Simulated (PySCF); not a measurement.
NMR shielding calculation, with input and output: C4H6F2

- system: C4H6F2
- method: GIAO BP86/pcSseg-2 NMR shielding, non-relativistic, gas phase (PySCF 2.14.0)

The geometry comes from this level: PBE0-D3(BJ)/def2-SVP. Figures and captions count atoms from 1; the log counts them from 0 in places.

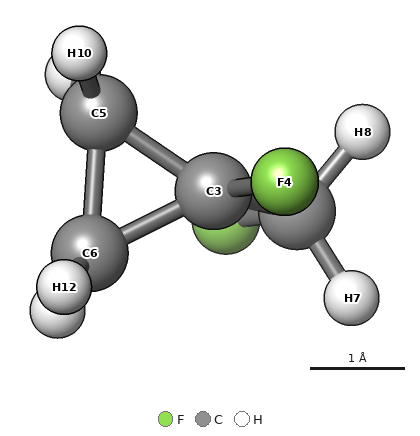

The structure as given in the input (ball-and-stick view, seen at a tilt; atoms are numbered from 1 in the order of the input). Bond lengths as drawn: C–C 1.48 to 1.51 Å, C–F 1.36 to 1.37 Å and C–H 1.09 to 1.10 Å.

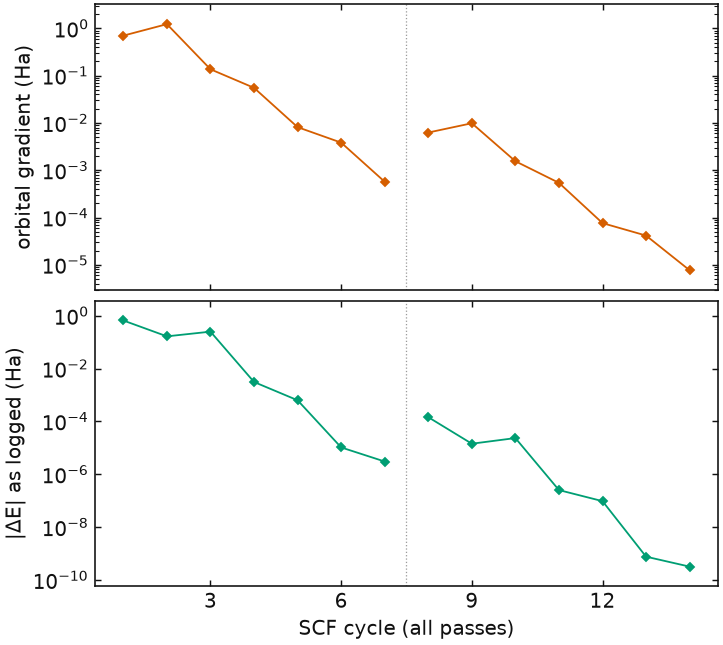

Convergence of the self-consistent field: orbital gradient and size of the energy change against the SCF cycle. The dotted line marks the change from a coarse to the final integration grid. The first 7 cycles use a coarse grid, the final grid takes over at cycle 8, and the field converges after 14 cycles in all.

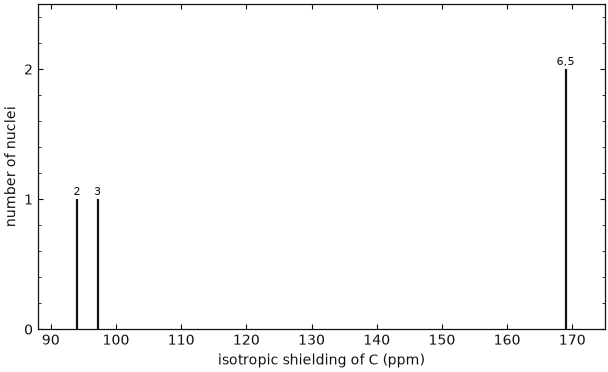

Isotropic shieldings of the carbon nuclei in this fixed geometry, labelled by atom number; shielding grows to the right, so chemical shift grows to the left. The least shielded is C2 (94.0 ppm), the most shielded C5 (169.0 ppm).

The input and output of the run follow.

### The input
```
{"job": {"kind": "nmr", "xc": "BP86", "basis": "pcSseg-2", "pop": false}, "charge": 0, "multiplicity": 1}
F      1.380693     1.019369    -1.067181
C      1.355736     0.540565     0.214895
C      0.047503    -0.155268     0.474521
F      0.026556    -0.627458     1.752868
C     -1.230817     0.341131    -0.095986
C     -0.630354    -0.965212    -0.568848
H      2.191212    -0.166694     0.355016
H      1.479743     1.380660     0.919822
H     -1.192321     1.202685    -0.767144
H     -2.105315     0.286483     0.556996
H     -0.180182    -0.999638    -1.564120
H     -1.105427    -1.890027    -0.232552
```

The first line tells a small driver script what to run in PySCF; the rest is the geometry in Å.

Command:
```bash
OMP_NUM_THREADS=1 python <driver script> task.json out
```

### What the program printed
```
coarse grid: 10240 points
cycle   1  E = -355.7380603896  dE =  6.572e-01  |g| = 7.030e-01  |ddm| = 2.292e+00
cycle   2  E = -355.5728764242  dE =  1.652e-01  |g| = 1.230e+00  |ddm| = 1.431e+00
cycle   3  E = -355.8214594730  dE = -2.486e-01  |g| = 1.366e-01  |ddm| = 1.000e+00
cycle   4  E = -355.8245520816  dE = -3.093e-03  |g| = 5.530e-02  |ddm| = 1.158e-01
cycle   5  E = -355.8251809626  dE = -6.289e-04  |g| = 8.149e-03  |ddm| = 4.061e-02
cycle   6  E = -355.8251912932  dE = -1.033e-05  |g| = 3.837e-03  |ddm| = 8.736e-03
cycle   7  E = -355.8251943150  dE = -3.022e-06  |g| = 5.702e-04  |ddm| = 3.327e-03
final grid: 100272 points
cycle   8  E = -355.8223944775  dE = -1.442e-04  |g| = 6.269e-03  |ddm| = 6.125e-02
cycle   9  E = -355.8223802054  dE =  1.427e-05  |g| = 9.857e-03  |ddm| = 1.151e-02
cycle  10  E = -355.8224035442  dE = -2.334e-05  |g| = 1.550e-03  |ddm| = 7.182e-03
cycle  11  E = -355.8224037952  dE = -2.510e-07  |g| = 5.410e-04  |ddm| = 1.272e-03
cycle  12  E = -355.8224038909  dE = -9.571e-08  |g| = 7.611e-05  |ddm| = 3.618e-04
cycle  13  E = -355.8224038917  dE = -7.576e-10  |g| = 4.147e-05  |ddm| = 7.573e-05
cycle  14  E = -355.8224038920  dE = -3.182e-10  |g| = 7.651e-06  |ddm| = 3.687e-05
converged SCF energy = -355.8224038920

GIAO shielding tensors (ppm)
atom      isotropic    diamagn.    paramagn.     s11        s22        s33       span
  0 F      423.168     468.935     -45.767    405.077    406.632    457.795     52.718
  1 C       94.020     235.840    -141.820     66.236     69.570    146.255     80.019
  2 C       97.169     242.917    -145.747     44.537     64.217    182.754    138.217
  3 F      386.041     468.184     -82.144    339.739    378.771    439.612     99.874
  4 C      168.993     252.107     -83.114    146.678    164.749    195.553     48.875
  5 C      168.944     252.101     -83.156    146.655    164.794    195.384     48.729
  6 H       26.503      28.214      -1.711     23.428     26.349     29.732      6.304
  7 H       26.502      28.216      -1.714     23.429     26.350     29.728      6.299
  8 H       30.351      30.974      -0.623     24.843     28.191     38.018     13.176
  9 H       30.366      30.499      -0.133     25.454     27.391     38.255     12.801
 10 H       30.352      30.966      -0.613     24.848     28.188     38.020     13.172
 11 H       30.360      30.489      -0.129     25.453     27.387     38.242     12.790
```

### Results in brief

```tsv
quantity	value
outcome	converged
total energy	−355.822404 hartree
HOMO	−6.82 eV
LUMO	0.21 eV
dipole moment	0.27 D
isotropic shielding, F	386.0 to 423.2 ppm
isotropic shielding, C	94.0 to 169.0 ppm
isotropic shielding, H	26.5 to 30.4 ppm
hardware	1 CPU thread, shared host
wall time	43 s
peak memory	0.95 GiB
```
